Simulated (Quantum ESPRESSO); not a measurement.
# Collinear magnetic orders of MnS (Alabandite) with Quantum ESPRESSO, part 2 of 2

A self-consistent run ends on one state, which hangs on the start. Several orders of MnS (Alabandite) are started in Quantum ESPRESSO and their energies compared.

Quantum ESPRESSO 7.5; PBE with U = 4 eV on Mn d (ortho-atomic projectors); plane waves with GBRV 1.5 PBE potentials, no spin-orbit coupling.

So far: Set-up; Run 1, typed as ferro +.

## Step 3: Start 2: antiferro q=(0,1/2,1/2) +−

This order needs a doubled cell of 4 atoms. The wavevector q is in fractions of the reciprocal vectors of the crystal's primitive cell, as the cells of these inputs are built from it; moments change sign between cells as cos(2π q·R).

Contents of pw.in:

```
&CONTROL
  calculation = 'scf'
  prefix = 'pwscf'
  outdir = './tmp'
  pseudo_dir = './pseudo'
  disk_io = 'nowf'
/
&SYSTEM
  ibrav = 0
  celldm(1) = 8
  nat = 4
  ntyp = 3
  ecutwfc = 40
  ecutrho = 280
  nbnd = 30
  occupations = 'smearing'
  smearing = 'fd'
  degauss = 0.00367493
  nspin = 2
  starting_magnetization(1) = 0.3
  starting_magnetization(2) = -0.3
  starting_magnetization(3) = 0
/
&ELECTRONS
  conv_thr = 8d-09
  electron_maxstep = 150
  mixing_beta = 0.3
/
ATOMIC_SPECIES
Mn1    54.9380 mn_pbe_v1.5.uspp.F.UPF
Mn2    54.9380 mn_pbe_v1.5.uspp.F.UPF
S      32.0600 s_pbe_v1.4.uspp.F.UPF
CELL_PARAMETERS alat
   0.0000000000000    0.6169483365372    0.6169483365372
   1.2338966730744    0.0000000000000    1.2338966730744
   1.2338966730744    0.6169483365372    0.6169483365372
ATOMIC_POSITIONS crystal
Mn1     0.0000000000    0.0000000000    0.0000000000
Mn2     0.0000000000    0.5000000000    0.0000000000
S       0.5000000000    0.0000000000    0.5000000000
S       0.5000000000    0.5000000000    0.5000000000
K_POINTS automatic
8 4 8 0 0 0
HUBBARD {ortho-atomic}
U Mn1-3d 4.0000
U Mn2-3d 4.0000
```

On the command line:

```console
$ OMP_NUM_THREADS=1 mpirun -n 4 pw.x -nk 4 -in pw.in > pw.out
```

The program printed:

```text
[banner, memory and clock lines left out]
Program PWSCF v.7.5 starts

     Message from routine setup:
     using ibrav=0 with symmetry is DISCOURAGED, use correct ibrav instead

     bravais-lattice index     =            0
     lattice parameter (alat)  =       8.0000  a.u.
     unit-cell volume          =     480.9239 (a.u.)^3
     number of atoms/cell      =            4
     number of atomic types    =            3
     number of electrons       =        42.00
     number of Kohn-Sham states=           30
     kinetic-energy cutoff     =      40.0000  Ry
     charge density cutoff     =     280.0000  Ry
     scf convergence threshold =      8.0E-09
     mixing beta               =       0.3000
     number of iterations used =            8  plain     mixing
     Exchange-correlation=  SLA  PW   PBX  PBC
                           (   1   4   3   4   0   0   0)
     Hubbard projectors: ortho-atomic
     Hubbard parameters of DFT+U (Dudarev formulation) in eV:
     U(Mn1-3d) =  4.0000
     U(Mn2-3d) =  4.0000

     Internal variables: lda_plus_u =T, lda_plus_u_kind = 0

     Internal variables: orbital_resolved =F, hub_pot_fix =F, apply_U = F

     celldm(1)=   8.000000  celldm(2)=   0.000000  celldm(3)=   0.000000
     celldm(4)=   0.000000  celldm(5)=   0.000000  celldm(6)=   0.000000

     crystal axes: (cart. coord. in units of alat)
               a(1) = (   0.000000   0.616948   0.616948 )
               a(2) = (   1.233897   0.000000   1.233897 )
               a(3) = (   1.233897   0.616948   0.616948 )

     reciprocal axes: (cart. coord. in units 2 pi/alat)
               b(1) = ( -0.810441  0.810441  0.810441 )
               b(2) = ( -0.000000 -0.810441  0.810441 )
               b(3) = (  0.810441  0.810441 -0.810441 )

     PseudoPot. # 1 for Mn read from file:
     mn_pbe_v1.5.uspp.F.UPF
     Pseudo is Ultrasoft + core correction, Zval = 15.0

     PseudoPot. # 2 for Mn read from file:
     mn_pbe_v1.5.uspp.F.UPF
     Pseudo is Ultrasoft + core correction, Zval = 15.0

     PseudoPot. # 3 for S  read from file:
     s_pbe_v1.4.uspp.F.UPF
     Pseudo is Ultrasoft + core correction, Zval =  6.0

     atomic species   valence    mass     pseudopotential
     Mn1              15.00    54.93800     Mn( 1.00)
     Mn2              15.00    54.93800     Mn( 1.00)
     S                 6.00    32.06000     S ( 1.00)

     Starting magnetic structure
     atomic species   magnetization
     Mn1             0.300
     Mn2            -0.300
     S               0.000

     16 Sym. Ops., with inversion, found

   Cartesian axes

     site n.     atom                  positions (alat units)
         1        Mn1    tau(   1) = (   0.0000000   0.0000000   0.0000000  )
         2        Mn2    tau(   2) = (   0.6169483   0.0000000   0.6169483  )
         3        S      tau(   3) = (   0.6169483   0.6169483   0.6169483  )
         4        S      tau(   4) = (   1.2338967   0.6169483   1.2338967  )

     number of k points=    39  Fermi-Dirac smearing, width (Ry)=  0.0037
                       cart. coord. in units 2pi/alat
        k(    1) = (   0.0000000   0.0000000   0.0000000), wk =   0.0039062
        k(    2) = (   0.1013051   0.1013051  -0.1013051), wk =   0.0312500
        k(    3) = (   0.2026102   0.2026102  -0.2026102), wk =   0.0312500
        k(    4) = (   0.3039152   0.3039152  -0.3039152), wk =   0.0312500
        k(    5) = (  -0.4052203  -0.4052203   0.4052203), wk =   0.0078125
        [... 34 further k-points ...]

     Dense  grid:    38097 G-vectors     FFT dimensions: (  40,  75,  72)

     Smooth grid:    16331 G-vectors     FFT dimensions: (  30,  60,  50)

     Check: negative core charge=   -0.000037
     Generating pointlists ...
     new r_m :   0.2545 (alat units)  2.0359 (a.u.) for type    1
     new r_m :   0.2545 (alat units)  2.0359 (a.u.) for type    2
     new r_m :   0.2545 (alat units)  2.0359 (a.u.) for type    3

     Initial potential from superposition of free atoms

     starting charge      40.9998, renormalised to      42.0000

     STARTING HUBBARD OCCUPATIONS:

     =================== HUBBARD OCCUPATIONS ===================
     ------------------------ ATOM    1 ------------------------
     Tr[ns(  1)] (up, down, total) =   5.00000  0.00000  5.00000
     Atomic magnetic moment for atom   1 =   5.00000
     [... lines left out ...]
     ------------------------ ATOM    2 ------------------------
     Tr[ns(  2)] (up, down, total) =   0.00000  5.00000  5.00000
     Atomic magnetic moment for atom   2 =  -5.00000
     [... lines left out ...]
     Number of occupied Hubbard levels =   10.0000

     Atomic wfc used for Hubbard projectors are orthogonalized

     Starting wfcs are   34 randomized atomic wfcs

     Self-consistent Calculation

     iteration #  1     ecut=    40.00 Ry     beta= 0.30
     Davidson diagonalization with overlap
     ethr =  1.00E-02,  avg # of iterations =  4.5

     =================== HUBBARD OCCUPATIONS ===================
     ------------------------ ATOM    1 ------------------------
     Tr[ns(  1)] (up, down, total) =   4.86138  0.14595  5.00733
     Atomic magnetic moment for atom   1 =   4.71543
     [... lines left out ...]
     ------------------------ ATOM    2 ------------------------
     Tr[ns(  2)] (up, down, total) =   0.14594  4.86162  5.00757
     Atomic magnetic moment for atom   2 =  -4.71568
     [... lines left out ...]
     Number of occupied Hubbard levels =   10.0149

     total energy              =    -470.47761404 Ry
     estimated scf accuracy    <       0.96136060 Ry

     total magnetization       =     0.00 Bohr mag/cell
     absolute magnetization    =     9.64 Bohr mag/cell

     iteration #  2     ecut=    40.00 Ry     beta= 0.30
     Davidson diagonalization with overlap
     ethr =  2.29E-03,  avg # of iterations =  2.0

     total energy              =    -470.63168898 Ry
     estimated scf accuracy    <       0.05483741 Ry

     total magnetization       =     0.00 Bohr mag/cell
     absolute magnetization    =     9.71 Bohr mag/cell

     [... further iterations left out ...]

     iteration # 11     ecut=    40.00 Ry     beta= 0.30
     Davidson diagonalization with overlap
     ethr =  2.95E-09,  avg # of iterations =  2.0

     negative rho (up, down):  2.807E-04 4.507E-04

     total energy              =    -470.65609295 Ry
     estimated scf accuracy    <       0.00000004 Ry

     total magnetization       =     0.00 Bohr mag/cell
     absolute magnetization    =     9.73 Bohr mag/cell

     iteration # 12     ecut=    40.00 Ry     beta= 0.30
     Davidson diagonalization with overlap
     ethr =  8.61E-11,  avg # of iterations =  3.0

     negative rho (up, down):  2.806E-04 4.506E-04

     Magnetic moment per site  (integrated on atomic sphere of radius R)
     atom   1 (R=0.254)  charge= 13.1439  magn=  4.4922
     atom   2 (R=0.254)  charge= 13.1439  magn= -4.4922
     atom   3 (R=0.254)  charge=  4.7355  magn= -0.0357
     atom   4 (R=0.254)  charge=  4.7355  magn=  0.0357

     End of self-consistent calculation

     =================== HUBBARD OCCUPATIONS ===================
     ------------------------ ATOM    1 ------------------------
     Tr[ns(  1)] (up, down, total) =   4.96913  0.26593  5.23505
     Atomic magnetic moment for atom   1 =   4.70320
     [... lines left out ...]
     ------------------------ ATOM    2 ------------------------
     Tr[ns(  2)] (up, down, total) =   0.26593  4.96913  5.23506
     Atomic magnetic moment for atom   2 =  -4.70320
     [... lines left out ...]
     Number of occupied Hubbard levels =   10.4701

     [... lines left out ...]
     the Fermi energy is    10.4443 ev

!    total energy              =    -470.65609297 Ry
     estimated scf accuracy    <          5.2E-09 Ry
     smearing contrib. (-TS)   =      -0.00000020 Ry
     internal energy E=F+TS    =    -470.65609277 Ry

     The total energy is F=E-TS. E is the sum of the following terms:
     one-electron contribution =    -266.16724691 Ry
     hartree contribution      =     148.14044388 Ry
     xc contribution           =     -70.51457215 Ry
     ewald contribution        =    -282.19561472 Ry
     Hubbard energy            =       0.08089713 Ry

     total magnetization       =    -0.00 Bohr mag/cell
     absolute magnetization    =     9.73 Bohr mag/cell

     convergence has been achieved in  12 iterations
```

Elapsed: 34 s, on 4 MPI ranks of Intel Xeon Platinum 8488C (Sapphire Rapids), shared host; peak memory 0.66 GiB; 2.3 min of CPU time.

Spin moment in the atom's sphere by atom:

```tsv
atom	spin moment in the atom's sphere (μB)
Mn1	4.49
Mn2	-4.49
S3	-0.04
S4	0.04
```

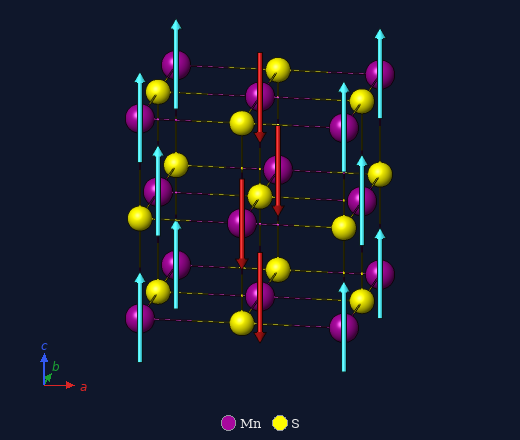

Spin moment in the atom's sphere as arrows, the longest 4.49 μB. Up and down stand for the sign. Arrows give size and sign along the axis of quantisation, drawn up and down the page. The two directions have two colours. Some periodic images of atoms are drawn too.

Read from the output:

```yaml
smearing_term_ts: 2.73e-6 eV
magnetization: 0 μB
absolute_magnetization: 9.728 μB
final_state: antiferromagnetic
```

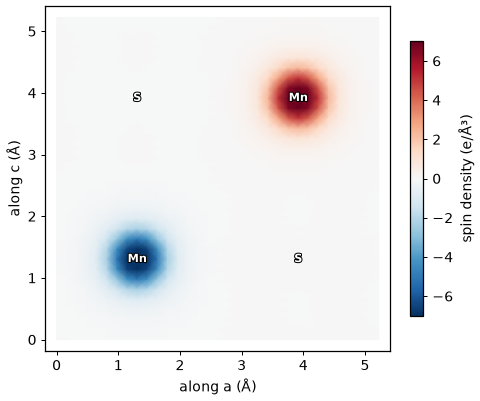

Spin density in the ac plane of the conventional cell at fractional y = 0.000, with atoms of Mn and S within 0.2 Å of it. The map starts off the cell's origin, so that atoms lie inside it.

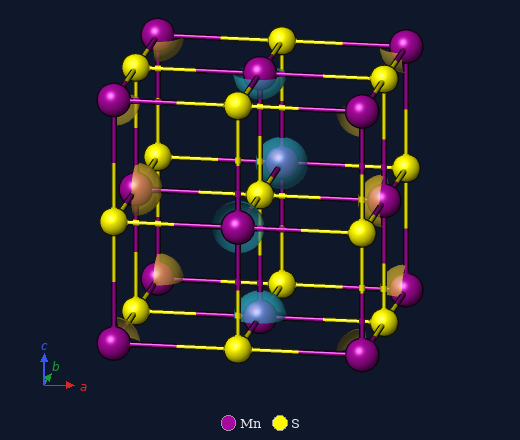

Surfaces of spin density = ±1.7 e/Å³, which hold about 50 % of the integral of its size. The two colours are the two signs.

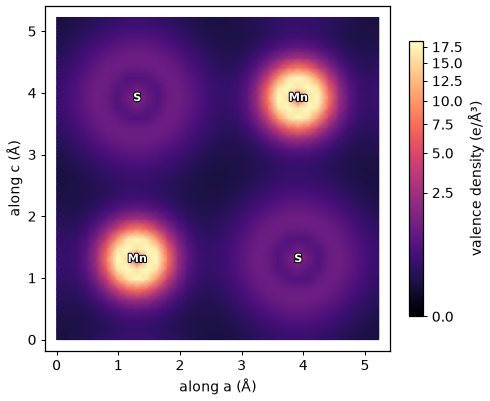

Valence density in the ac plane of the conventional cell at fractional y = 0.000, with atoms of Mn and S within 0.2 Å of it. It is the smooth field of the valence electrons, not physical close to the nuclei. The map starts off the cell's origin, so that atoms lie inside it. The colour scale is stretched toward low values.

## Step 4: Run 3 (antiferro q=(0,0,1/2) +−)

This order needs a doubled cell of 4 atoms.

Edit pw.in of step 3 so:

```diff
@@ -34,11 +34,11 @@
    0.0000000000000    0.6169483365372    0.6169483365372
-   1.2338966730744    0.0000000000000    1.2338966730744
-   1.2338966730744    0.6169483365372    0.6169483365372
+   0.6169483365372    0.0000000000000    0.6169483365372
+   1.2338966730744    1.2338966730744    0.0000000000000
 ATOMIC_POSITIONS crystal
 Mn1     0.0000000000    0.0000000000    0.0000000000
-Mn2     0.0000000000    0.5000000000    0.0000000000
-S       0.5000000000    0.0000000000    0.5000000000
-S       0.5000000000    0.5000000000    0.5000000000
+Mn2     0.0000000000    0.0000000000    0.5000000000
+S       0.5000000000    0.5000000000    0.2500000000
+S       0.5000000000    0.5000000000    0.7500000000
 K_POINTS automatic
-8 4 8 0 0 0
+8 8 4 0 0 0
 HUBBARD {ortho-atomic}
```

The program printed:

```text
     [... lines left out ...]
Program PWSCF v.7.5 starts
     [... lines left out ...]
     number of atoms/cell      =            4
     [... lines left out ...]
     number of electrons       =        42.00
     number of Kohn-Sham states=           30
     kinetic-energy cutoff     =      40.0000  Ry
     charge density cutoff     =     280.0000  Ry
     scf convergence threshold =      8.0E-09
     [... lines left out ...]
     12 Sym. Ops., with inversion, found
     [... lines left out ...]
     number of k points=    35  Fermi-Dirac smearing, width (Ry)=  0.0037
     [... lines left out ...]
     iteration # 12     ecut=    40.00 Ry     beta= 0.30
     [... lines left out ...]
     Magnetic moment per site  (integrated on atomic sphere of radius R)
     atom   1 (R=0.254)  charge= 13.1539  magn=  4.4343
     atom   2 (R=0.254)  charge= 13.1540  magn= -4.4342
     atom   3 (R=0.254)  charge=  4.7309  magn= -0.0000
     atom   4 (R=0.254)  charge=  4.7309  magn= -0.0000
     [... lines left out ...]
     Tr[ns(  1)] (up, down, total) =   4.96724  0.29646  5.26371
     [... lines left out ...]
     Tr[ns(  2)] (up, down, total) =   0.29646  4.96724  5.26371
     [... lines left out ...]
     the Fermi energy is    10.6056 ev
!    total energy              =    -470.66101057 Ry
     estimated scf accuracy    <          5.0E-09 Ry
     smearing contrib. (-TS)   =      -0.00000000 Ry
     [... lines left out ...]
     total magnetization       =    -0.00 Bohr mag/cell
     absolute magnetization    =     9.49 Bohr mag/cell
     convergence has been achieved in  12 iterations
```

Wall time 23 s (4 MPI ranks); peak memory 0.53 GiB; 93 s of CPU time.

Spin moment in the atom's sphere by atom:

```tsv
atom	spin moment in the atom's sphere (μB)
Mn1	4.43
Mn2	-4.43
S3	0.00
S4	0.00
```

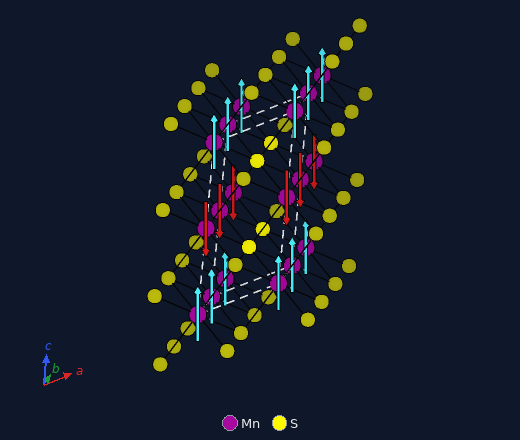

Spin moment in the atom's sphere as arrows, the longest 4.43 μB. Up and down stand for the sign. Arrows give size and sign along the axis of quantisation, drawn up and down the page. The two directions have two colours. 1×2×1 cells are drawn. Some periodic images of atoms are drawn too.

This step gave:

- smearing term TS: 6.79e-11 eV
- magnetization: 0 μB
- absolute magnetization: 9.487 μB
- final state: antiferromagnetic

## Step 5: Run 4 (no spin polarisation)

Contents of pw.in:

```
&CONTROL
  calculation = 'scf'
  prefix = 'pwscf'
  outdir = './tmp'
  pseudo_dir = './pseudo'
  disk_io = 'nowf'
/
&SYSTEM
  ibrav = 0
  celldm(1) = 8
  nat = 2
  ntyp = 2
  ecutwfc = 40
  ecutrho = 280
  nbnd = 17
  occupations = 'smearing'
  smearing = 'fd'
  degauss = 0.00367493
/
&ELECTRONS
  conv_thr = 4d-09
  electron_maxstep = 150
  mixing_beta = 0.3
/
ATOMIC_SPECIES
Mn     54.9380 mn_pbe_v1.5.uspp.F.UPF
S      32.0600 s_pbe_v1.4.uspp.F.UPF
CELL_PARAMETERS alat
   0.0000000000000    0.6169483365372    0.6169483365372
   0.6169483365372    0.0000000000000    0.6169483365372
   0.6169483365372    0.6169483365372    0.0000000000000
ATOMIC_POSITIONS crystal
Mn      0.0000000000    0.0000000000    0.0000000000
S       0.5000000000    0.5000000000    0.5000000000
K_POINTS automatic
8 8 8 0 0 0
HUBBARD {ortho-atomic}
U Mn-3d 4.0000
```

The program printed:

```text
     [... lines left out ...]
Program PWSCF v.7.5 starts
     [... lines left out ...]
     number of atoms/cell      =            2
     [... lines left out ...]
     number of electrons       =        21.00
     number of Kohn-Sham states=           17
     kinetic-energy cutoff     =      40.0000  Ry
     charge density cutoff     =     280.0000  Ry
     scf convergence threshold =      4.0E-09
     [... lines left out ...]
     48 Sym. Ops., with inversion, found
     [... lines left out ...]
     number of k points=    29  Fermi-Dirac smearing, width (Ry)=  0.0037
     [... lines left out ...]
     iteration # 16     ecut=    40.00 Ry     beta= 0.30
     [... lines left out ...]
     Tr[ns(  1)] =   5.70006
     [... lines left out ...]
     the Fermi energy is     8.3926 ev
!    total energy              =    -234.98258920 Ry
     estimated scf accuracy    <          2.1E-09 Ry
     smearing contrib. (-TS)   =      -0.00476665 Ry
     [... lines left out ...]
     convergence has been achieved in  16 iterations
```

Elapsed: 5.4 s, on 4 MPI ranks; peak memory 0.31 GiB.

Read from the output:

| Property | Result |
| --- | --- |
| smearing term TS | 0.06485 eV |
| final state | non-magnetic (no spin polarisation) |

## Step 6: What a mistake does

As a test, an input with a fault in it is run.

Contents of pw.in:

```
&CONTROL
  calculation = 'scf'
  prefix = 'pwscf'
  outdir = './tmp'
  pseudo_dir = './pseudo'
  disk_io = 'nowf'
/
&SYSTEM
  ibrav = 0
  nat = 3
  ntyp = 2
  ecutwfc = 40
  ecutrho = 280
  nbnd = 19
  occupations = 'smearing'
  smearing = 'fd'
  degauss = 0.00367493
  nspin = 2
  starting_magnetization(1) = 0.3
  starting_magnetization(2) = 0
/
&ELECTRONS
  conv_thr = 4d-09
  electron_maxstep = 75
  mixing_beta = 0.3
/
ATOMIC_SPECIES
Mn     54.9380 mn_pbe_v1.5.uspp.F.UPF
S      32.0600 s_pbe_v1.4.uspp.F.UPF
CELL_PARAMETERS angstrom
   0.0000000000    2.6118000000    2.6118000000
   2.6118000000    0.0000000000    2.6118000000
   2.6118000000    2.6118000000    0.0000000000
ATOMIC_POSITIONS crystal
Mn      0.0000000000    0.0000000000    0.0000000000
S       0.5000000000    0.5000000000    0.5000000000
K_POINTS automatic
8 8 8 0 0 0
HUBBARD {ortho-atomic}
U Mn-3d 4.0000
```

The program printed:

```text
     [... lines left out ...]
Program PWSCF v.7.5 starts
     Error in routine read_cards (3):
     wrong number of columns in ATOMIC_POSITIONS
 %%%%%%%%%%%%%%%%%%%%%%%%%%%%%%%%%%%%%%%%%%%%%%%%%%%%%%%%%%%%%%%%%%%%%%%%%%%%%%
     stopping ...
```

The job ended after 0.64 s (4 MPI ranks; peak memory 0.07 GiB).

The input was rejected at the start.

The program's message: “read_cards (3): wrong number of columns in ATOMIC_POSITIONS”

The fault put into the input: a wrong number of atoms.

## Step 7: The states side by side

An order is kept where moments of 0.15 μB or more survive with the typed signs; meshes match where a doubled cell samples the same k points as the first cell.

Orders:

```tsv
start	final state	typed order kept	energy over the lowest (meV a seeded atom)	largest site moment (μB)	net moment (μB a cell of the first run)	mesh matched	CPU time (s)
ferro +	ferromagnetic	yes	53.75	4.514	5	yes	25.59
antiferro q=(0,1/2,1/2) +-	antiferromagnetic	yes	33.45	4.492	0	yes	136.2
antiferro q=(0,0,1/2) +-	antiferromagnetic	yes	0	4.434	0	yes	92.66
no spin polarisation	non-magnetic	-	4734	0	0	yes	20.6
```

## Step 8: A Heisenberg model

E = −Σ J e·e over ordered pairs of unit vectors, so each pair counts twice. As many shells are taken as there are differences of energy, so the couplings are solved for and no residual tests the model; further shells are folded in, and shells whose pairs keep their relative signs in all orders cancel and are not probed. Couplings from the energies:

```tsv
pair	distance (Å)	neighbours an atom	J (meV)
Mn-Mn	3.694	12	-1.269
Mn-Mn	5.224	6	-3.211
```

## Step 9: Occupations of the corrected shells in the lowest state

Occupations of the Hubbard shells:

```tsv
block	type	shell	spin	electrons	occupation numbers
1	Mn1	3d	up	4.967	0.990 0.990 0.996 0.996 0.996
1	Mn1	3d	down	0.2965	0.022 0.022 0.022 0.116 0.116
2	Mn2	3d	up	0.2965	0.022 0.022 0.022 0.116 0.116
2	Mn2	3d	down	4.967	0.990 0.990 0.996 0.996 0.996
```

## Step 10: What came out

| Quantity | Value |
| --- | --- |
| lowest state found | antiferromagnetic (from antiferro q=(0,0,1/2) +-) |
| largest site moment | 4.43 μB |
| next state with moments | antiferromagnetic, 33.5 meV a seeded atom higher |
| state without moments (under the same U) | 4734 meV a seeded atom higher |
| J of the weightiest shell (Mn-Mn, 5.22 Å; E = −Σ J e·e, ordered pairs) | -3.21 meV |

Under a U the spinless run pays the Hubbard penalty of a partly filled shell, so its energy overstates what forming the moments gains. The largest moment changes by 1.8 % between the kept orders, as for well localised moments. This is the lowest of 4 collinear or spinless starts, no proof of the ground state.

[Logs and program files are shortened in this print: banners, set-up blocks, solver, clock and traceback lines can be left out without a mark of their own.]

[Logs are printed without paths, hosts, clocks, repeated set-up lines and the standing remarks that a program may print on its own settings, such as how far it seeks lower states.]

[Hosts, paths, dates, database ids (printed as entryN), source tags and the programs' standing remarks are cut or masked in the printed files.]

[Where a cell is said to come from a database of computed structures, the database is the Materials Project.]
